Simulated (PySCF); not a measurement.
# SiP₄H₈: NMR shifts at several levels of theory, part 2 of 2

PySCF 2.14.0. Atoms count from 0.

## 6. Shielding tensors: PBE0/IGLO-III

Job settings and geometry (Å):

```
{"job": {"kind": "nmr", "xc": "PBE0", "basis": "IGLO-III", "pop": true}, "charge": 0, "multiplicity": 1}
P     -0.495566    -0.763110     2.108158
Si     0.184076    -0.066878     0.058523
P      1.970269    -1.365638    -0.459008
P      0.804111     2.099243     0.322127
P     -1.258667    -0.287220    -1.680452
H     -1.097213    -1.957808     1.604311
H     -1.716025    -0.018987     2.059831
H      2.818486    -0.736683     0.503991
H      2.389448    -0.518096    -1.531488
H     -0.539740     2.590320     0.371455
H      0.927401     2.321166    -1.085124
H     -2.343443     0.321656    -0.975865
H     -1.651886    -1.616985    -1.331908
```

Level: GIAO PBE0/IGLO-III NMR shielding, non-relativistic, gas phase.

The program printed:

```text
coarse grid: 13080 points
cycle   1  E = -1659.1152526419  dE = -1.244e-01  |g| = 3.299e-01  |ddm| = 2.799e+00
cycle   2  E = -1659.1204186175  dE = -5.166e-03  |g| = 1.747e-01  |ddm| = 3.942e-01
cycle   3  E = -1659.1258707287  dE = -5.452e-03  |g| = 9.565e-02  |ddm| = 2.439e-01
cycle   4  E = -1659.1282479917  dE = -2.377e-03  |g| = 1.748e-02  |ddm| = 9.596e-02
cycle   5  E = -1659.1283388972  dE = -9.091e-05  |g| = 5.885e-03  |ddm| = 2.392e-02
cycle   6  E = -1659.1283479307  dE = -9.033e-06  |g| = 1.270e-03  |ddm| = 6.196e-03
final grid: 102608 points
cycle   7  E = -1659.1452342084  dE = -7.390e-05  |g| = 6.558e-03  |ddm| = 3.528e-02
cycle   8  E = -1659.1452350435  dE = -8.350e-07  |g| = 4.896e-03  |ddm| = 8.054e-03
cycle   9  E = -1659.1452389566  dE = -3.913e-06  |g| = 1.181e-03  |ddm| = 4.629e-03
cycle  10  E = -1659.1452393470  dE = -3.904e-07  |g| = 2.890e-04  |ddm| = 1.330e-03
cycle  11  E = -1659.1452393720  dE = -2.498e-08  |g| = 7.441e-05  |ddm| = 3.551e-04
cycle  12  E = -1659.1452393736  dE = -1.601e-09  |g| = 1.393e-05  |ddm| = 8.789e-05
cycle  13  E = -1659.1452393737  dE = -5.548e-11  |g| = 2.797e-06  |ddm| = 1.647e-05
converged SCF energy = -1659.1452393737

GIAO shielding tensors (ppm)
atom      isotropic    diamagn.    paramagn.     s11        s22        s33       span
  0 P      528.486     969.971    -441.484    480.192    541.423    563.842     83.650
  1 Si     339.014     884.880    -545.866    299.023    335.498    382.522     83.499
  2 P      565.575     969.398    -403.823    499.184    574.790    622.751    123.567
  3 P      548.234     970.075    -421.841    487.838    575.319    581.546     93.709
  4 P      514.702     970.696    -455.995    464.070    517.305    562.731     98.661
  5 H       29.225      30.768      -1.543     24.941     27.226     35.507     10.566
  6 H       29.249      31.079      -1.830     24.965     27.540     35.242     10.278
  7 H       29.339      29.827      -0.488     24.725     27.118     36.174     11.449
  8 H       29.449      30.244      -0.794     24.839     27.488     36.021     11.182
  9 H       29.243      31.046      -1.803     24.402     27.414     35.913     11.510
 10 H       29.306      30.812      -1.506     25.011     27.337     35.570     10.558
 11 H       29.154      31.576      -2.422     25.244     27.428     34.789      9.545
 12 H       28.914      31.116      -2.202     24.415     26.949     35.379     10.964
```

Wall time 60 s (1 thread, shared host).

In short: δ P0 -232.5, Si1 6.3, H5 2.14 ppm (means over like atoms).

## 7. NMR shieldings: PBE0/pcSseg-0

Same as in step 6 but for these lines:

```diff
@@ -1,2 +1,2 @@
-{"job": {"kind": "nmr", "xc": "PBE0", "basis": "IGLO-III", "pop": true}, "charge": 0, "multiplicity": 1}
+{"job": {"kind": "nmr", "xc": "PBE0", "basis": "pcSseg-0", "pop": true}, "charge": 0, "multiplicity": 1}
 P     -0.495566    -0.763110     2.108158
```

With the program's defaults for keys left out, this is: GIAO PBE0/pcSseg-0 NMR shielding, non-relativistic, gas phase.

The program printed:

```text
coarse grid: 13080 points
cycle   1  E = -1656.8751531961  dE = -3.979e-02  |g| = 2.672e-01  |ddm| = 3.544e+00
cycle   2  E = -1656.8732745332  dE =  1.879e-03  |g| = 2.990e-01  |ddm| = 1.391e+00
cycle   3  E = -1656.9073871695  dE = -3.411e-02  |g| = 2.648e-02  |ddm| = 7.285e-01
cycle   4  E = -1656.9076250865  dE = -2.379e-04  |g| = 8.497e-03  |ddm| = 7.385e-02
cycle   5  E = -1656.9076531862  dE = -2.810e-05  |g| = 1.452e-03  |ddm| = 2.259e-02
cycle   6  E = -1656.9076538125  dE = -6.263e-07  |g| = 5.634e-04  |ddm| = 4.544e-03
final grid: 102608 points
cycle   7  E = -1657.0931502363  dE = -1.062e-05  |g| = 3.441e-03  |ddm| = 3.254e-02
cycle   8  E = -1657.0931504520  dE = -2.157e-07  |g| = 3.301e-03  |ddm| = 1.385e-02
cycle   9  E = -1657.0931541113  dE = -3.659e-06  |g| = 3.413e-04  |ddm| = 7.555e-03
cycle  10  E = -1657.0931541588  dE = -4.753e-08  |g| = 3.954e-05  |ddm| = 8.849e-04
cycle  11  E = -1657.0931541595  dE = -6.421e-10  |g| = 1.113e-05  |ddm| = 1.253e-04
converged SCF energy = -1657.0931541595

GIAO shielding tensors (ppm)
atom      isotropic    diamagn.    paramagn.     s11        s22        s33       span
  0 P      573.193     964.780    -391.587    526.380    587.322    605.876     79.495
  1 Si     360.399     880.753    -520.354    315.252    359.058    406.888     91.636
  2 P      609.622     964.589    -354.967    543.529    618.437    666.900    123.371
  3 P      591.935     964.850    -372.915    539.592    613.623    622.590     82.999
  4 P      559.310     965.148    -405.838    508.479    561.283    608.168     99.688
  5 H       30.843      29.873       0.970     25.804     28.581     38.144     12.340
  6 H       30.943      29.915       1.028     25.936     28.931     37.961     12.025
  7 H       30.621      29.471       1.150     25.114     28.254     38.495     13.381
  8 H       30.809      29.616       1.193     25.405     28.644     38.378     12.972
  9 H       30.595      29.841       0.754     25.048     28.590     38.146     13.098
 10 H       30.783      29.839       0.944     25.439     28.550     38.361     12.922
 11 H       30.958      30.143       0.815     26.234     28.874     37.765     11.531
 12 H       30.467      29.981       0.486     25.186     28.191     38.024     12.838
```

Wall time 8.4 s (1 thread, shared host).

This run: δ P0 -302.1, Si1 -11.9, H5 2.08 ppm (means over like atoms).

## 8. NMR shieldings: PBE0/pcSseg-2

Same as in step 7 but for these lines:

```diff
@@ -1,2 +1,2 @@
-{"job": {"kind": "nmr", "xc": "PBE0", "basis": "pcSseg-0", "pop": true}, "charge": 0, "multiplicity": 1}
+{"job": {"kind": "nmr", "xc": "PBE0", "basis": "pcSseg-2", "pop": true}, "charge": 0, "multiplicity": 1}
 P     -0.495566    -0.763110     2.108158
```

Method: GIAO PBE0/pcSseg-2 NMR shielding, non-relativistic, gas phase.

The program printed:

```text
coarse grid: 13080 points
cycle   1  E = -1659.1482176639  dE = -3.186e-02  |g| = 2.489e-01  |ddm| = 2.649e+00
cycle   2  E = -1659.1523543061  dE = -4.137e-03  |g| = 1.835e-01  |ddm| = 4.393e-01
cycle   3  E = -1659.1606894456  dE = -8.335e-03  |g| = 6.933e-02  |ddm| = 2.722e-01
cycle   4  E = -1659.1618395151  dE = -1.150e-03  |g| = 1.778e-02  |ddm| = 8.753e-02
cycle   5  E = -1659.1619370604  dE = -9.755e-05  |g| = 4.567e-03  |ddm| = 2.741e-02
cycle   6  E = -1659.1619426128  dE = -5.552e-06  |g| = 1.217e-03  |ddm| = 5.996e-03
final grid: 102608 points
cycle   7  E = -1659.1812592903  dE = -5.328e-05  |g| = 4.285e-03  |ddm| = 3.092e-02
cycle   8  E = -1659.1812595478  dE = -2.575e-07  |g| = 4.129e-03  |ddm| = 8.253e-03
cycle   9  E = -1659.1812633504  dE = -3.803e-06  |g| = 7.280e-04  |ddm| = 4.635e-03
cycle  10  E = -1659.1812635081  dE = -1.577e-07  |g| = 2.331e-04  |ddm| = 1.157e-03
cycle  11  E = -1659.1812635243  dE = -1.614e-08  |g| = 4.133e-05  |ddm| = 2.986e-04
cycle  12  E = -1659.1812635247  dE = -4.293e-10  |g| = 1.147e-05  |ddm| = 5.871e-05
converged SCF energy = -1659.1812635247

GIAO shielding tensors (ppm)
atom      isotropic    diamagn.    paramagn.     s11        s22        s33       span
  0 P      520.797     967.347    -446.550    478.471    528.156    555.764     77.293
  1 Si     339.881     882.090    -542.209    299.950    336.619    383.073     83.123
  2 P      558.244     966.969    -408.725    497.362    567.425    609.946    112.584
  3 P      540.162     967.533    -427.371    486.587    564.836    569.062     82.475
  4 P      506.399     968.020    -461.622    461.292    503.741    554.163     92.871
  5 H       29.069      30.684      -1.615     24.666     27.151     35.390     10.724
  6 H       29.094      31.044      -1.950     24.768     27.401     35.114     10.346
  7 H       29.164      29.701      -0.537     24.457     27.026     36.008     11.551
  8 H       29.286      30.147      -0.860     24.578     27.401     35.881     11.302
  9 H       29.065      30.987      -1.922     24.123     27.279     35.791     11.668
 10 H       29.167      30.704      -1.536     24.768     27.276     35.458     10.690
 11 H       29.032      31.529      -2.497     25.070     27.324     34.703      9.633
 12 H       28.753      30.950      -2.197     24.126     26.844     35.287     11.161
```

Wall time 77 s (1 thread, shared host).

Key values: δ P0 -234.8, Si1 1.4, H5 2.17 ppm (means over like atoms).

## 9. Run by run: NMR shifts

Shifts (ppm), means over like atoms, with basis size and wall time (the measured row can stand on another reference than the computed rows):

```
             run    H5      P0    Si1  functions   time
    PBE0/cc-pVDZ  1.92  -199.0   10.5        130   17 s
    PBE0/cc-pVTZ  2.09  -231.4    0.8        282   59 s
PBE0/aug-cc-pVDZ  2.14  -211.5   10.2        207   37 s
   PBE0/IGLO-III  2.14  -232.5    6.3        300   60 s
   PBE0/pcSseg-0  2.08  -302.1  -11.9         81  8.4 s
   PBE0/pcSseg-2  2.17  -234.8    1.4        327   77 s
        measured     –  -205.0      –          –      –
```

Measured: solution, C6H6; S. K. Latypov et al., Phys. Chem. Chem. Phys. 2015 (author manuscript).

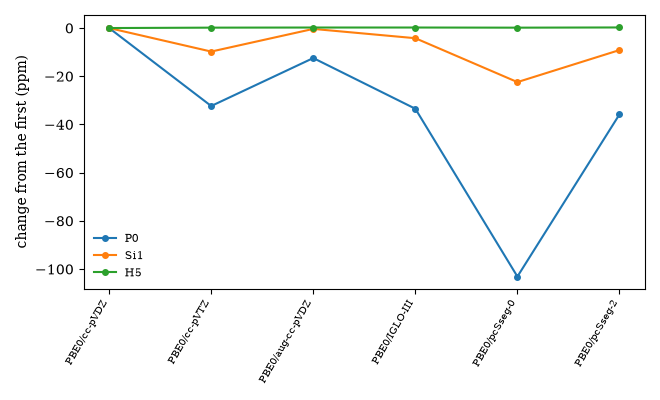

How the tabulated atoms move from run to run.

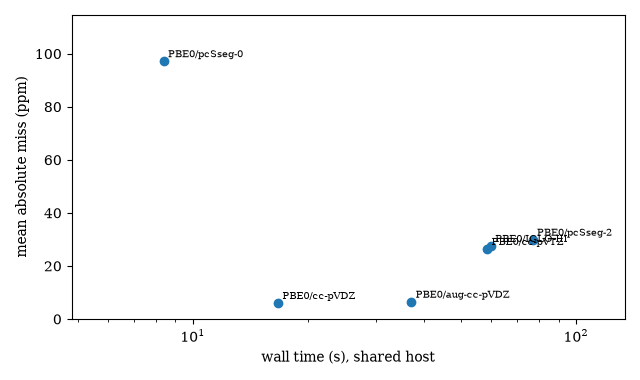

Cost against miss for the one measured 31P shift.

## 10. Results

This closing draws on all 2 parts.

| quantity | value |
| --- | --- |
| point group | C1 |
| rotational constants (main isotopes) | 1.12, 1.09, 1.04 GHz |
| 1H shifts against TMS (PBE0/cc-pVDZ, means over atoms taken as alike) | 1.92 ppm |
| 31P shifts against H3PO4 (PBE0/cc-pVDZ, means over atoms taken as alike) | -199.0 ppm |
| 29Si shifts against TMS (PBE0/cc-pVDZ) | 10.5 ppm |
| measured, and computed on the same scale | P0 δ -205.0, -199.0 ppm |
| range of the shift of P0 | -302.1 to -199.0 ppm |

In words: Single values in the summary come from the first run of each kind that ended normally (PBE0/cc-pVDZ), which need not be the best level. Relaxing lowered the energy by 0.263 eV in 15 steps; the close pair that moved most is P3–H9, from 1.386 to 1.432 Å. At PBE0/cc-pVDZ: Shielding is most anisotropic at P0, P2, P3, P4 (span 89 ppm, paramagnetic term -380 ppm). The one measured 31P shift is missed by +6.0 ppm (computed less measured, unscaled). Vibration, temperature and solvent are missing from the calculation, and it holds one conformer, so part of the miss against the measured shifts is not the functional's. In ppm, P0 (with its like atoms) moves most: its shift spreads over 103.1 ppm, from -302.1 (PBE0/pcSseg-0) to -199.0 (PBE0/cc-pVDZ). Most of that comes from the computed reference, not from the atom's own shielding. For the one measured 31P shift, PBE0/cc-pVDZ misses least (6.0 ppm, 17 s) and PBE0/pcSseg-0 most (97.1 ppm, 8.4 s). One molecule ranks no method: errors cancel, and vibration and temperature are missing from all runs.
